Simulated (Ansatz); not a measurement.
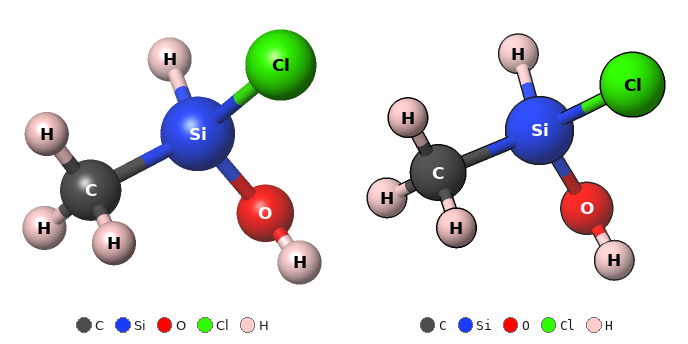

Two views of one molecule.

Description:

Formula CH₅ClOSi. As SMILES it reads `C[Si@H](O)Cl`. It has no ring. Among its groups: Si–H bond, Si–O bond. This geometry has C1 symmetry. Coordination: 1 C tetrahedral; 1 Si tetrahedral; 1 O bent.

The parts below concern this one geometry. Atoms keep their numbers from picture to picture. The computed structure is the end point of a PBE0-D4/def2-TZVP optimisation.

## Geometry

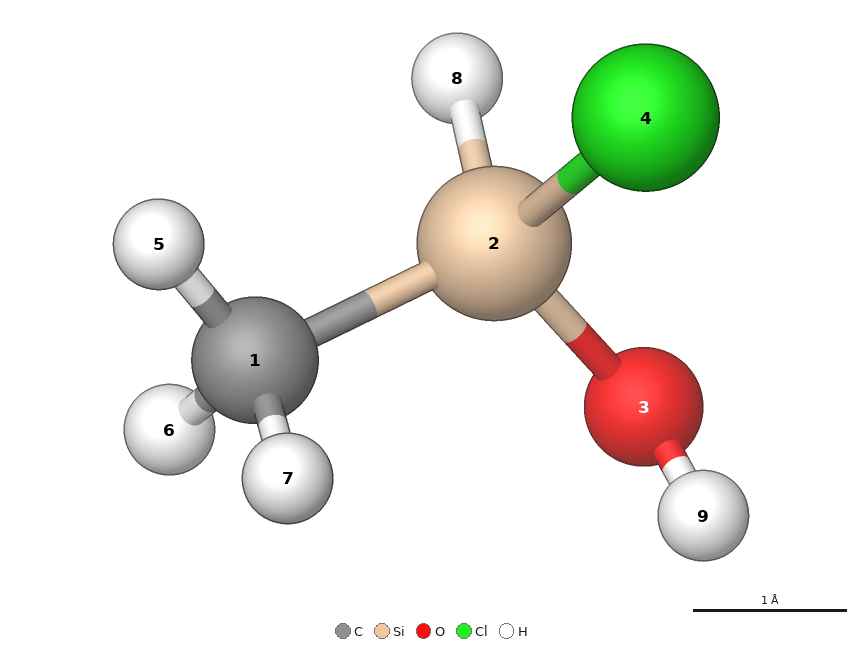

The atoms are numbered.

Give these bond angles: Si2–C1–H5, Si2–C1–H6, Si2–C1–H7, C1–Si2–O3, C1–Si2–Cl4, C1–Si2–H8, O3–Si2–Cl4, O3–Si2–H8, Cl4–Si2–H8, Si2–O3–H9.

```json
{"angle": "Si2–C1–H5", "degrees": "110.4"}
{"angle": "Si2–C1–H6", "degrees": "110.2"}
{"angle": "Si2–C1–H7", "degrees": "111.1"}
{"angle": "C1–Si2–O3", "degrees": "113.3"}
{"angle": "C1–Si2–Cl4", "degrees": "107.5"}
{"angle": "C1–Si2–H8", "degrees": "112.9"}
{"angle": "O3–Si2–Cl4", "degrees": "109.8"}
{"angle": "O3–Si2–H8", "degrees": "105.4"}
{"angle": "Cl4–Si2–H8", "degrees": "107.8"}
{"angle": "Si2–O3–H9", "degrees": "118.5"}
```

## Vibrations

Harmonic vibrations computed with RKS PBE0-D4/def2-TZVP (Ansatz 0.2.0) at a stationary point of the same level.

How many vibrational modes are there, and where do they lie?

Answer. 21 modes: 160, 170, 200, 279, 286, 516, 673, 732, 743, 814, 877, 896, 944, 1280, 1442, 1445, 2274, 3051, 3138, 3142, 3922 cm⁻¹.

## Dipole moment

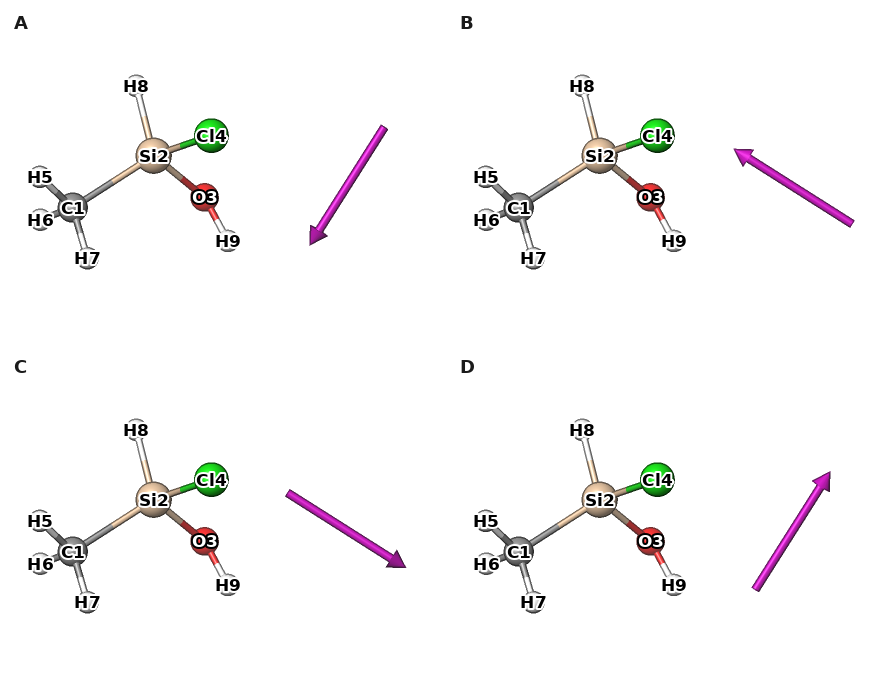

The same molecule four times, each with an arrow. Method: RKS B3LYP-D4/def2-TZVPP (Ansatz 0.2.0).

Which arrow points along the dipole moment, from the negative to the positive end?

Answer. A. The dipole moment is 1.96 D; it points from the side of Cl4 to the side of H6, H7 (the outermost atoms at the two ends).

## Levels of theory compared

Program: Ansatz 0.2.0.

Tabulate HOMO–LUMO gap (eV) at these levels: B3LYP-D4/def2-TZVPP; BHLYP-D4/def2-TZVPP; BLYP-D4/def2-TZVPP; CAM-B3LYP-D4/def2-TZVPP; PBE0-D4/def2-SVP; PBE0-D4/def2-TZVPP; r2SCAN-D4/def2-TZVPP; r2SCAN0-D4/def2-TZVPP; r2SCANh-D4/def2-TZVPP; ωB97M-V/def2-QZVPP; ωB97M-V/def2-SVP; ωB97M-V/def2-TZVPP.

```
                  level  HOMO–LUMO gap (eV)
    B3LYP-D4/def2-TZVPP                8.66
    BHLYP-D4/def2-TZVPP               11.21
     BLYP-D4/def2-TZVPP                6.84
CAM-B3LYP-D4/def2-TZVPP               11.44
       PBE0-D4/def2-SVP                9.68
     PBE0-D4/def2-TZVPP                9.22
   r2SCAN-D4/def2-TZVPP                7.88
  r2SCAN0-D4/def2-TZVPP                9.84
  r2SCANh-D4/def2-TZVPP                8.67
     ωB97M-V/def2-QZVPP               12.37
       ωB97M-V/def2-SVP               13.61
     ωB97M-V/def2-TZVPP               12.98
```

## Thermal motion

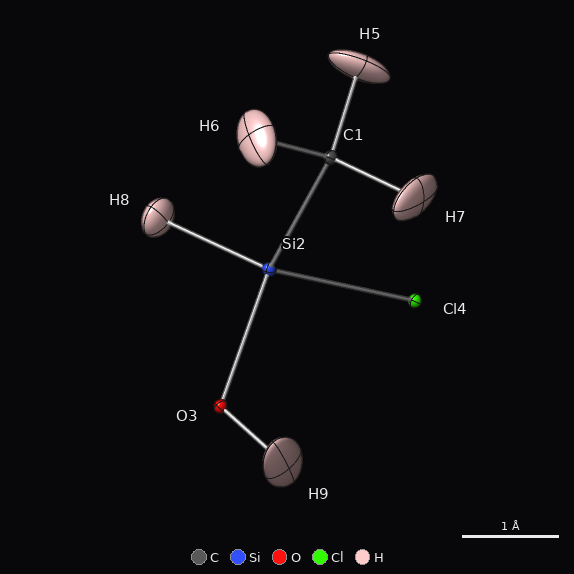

Displacement ellipsoids at the 50 % level, from the internal vibrations of the free molecule (harmonic, no overall translation or rotation; no half-axis is drawn under 0.075 Å). Vibrations computed with RKS PBE0-D4/def2-TZVP (Ansatz 0.2.0). Temperature: 100 K.

Give the displacement parameters, one line for each set of equivalent atoms.

```tsv
atom	U_eq (Å²)	rms amplitudes (Å)
C1	0.0019	0.027, 0.044, 0.056
Si2	0.00089	0.028, 0.029, 0.033
O3	0.0016	0.024, 0.041, 0.050
Cl4	0.00055	0.012, 0.025, 0.029
H5	0.0269	0.082, 0.151, 0.227
H6	0.0266	0.088, 0.150, 0.222
H7	0.0281	0.075, 0.153, 0.235
H8	0.0167	0.090, 0.142, 0.148
H9	0.0436	0.068, 0.154, 0.320
```
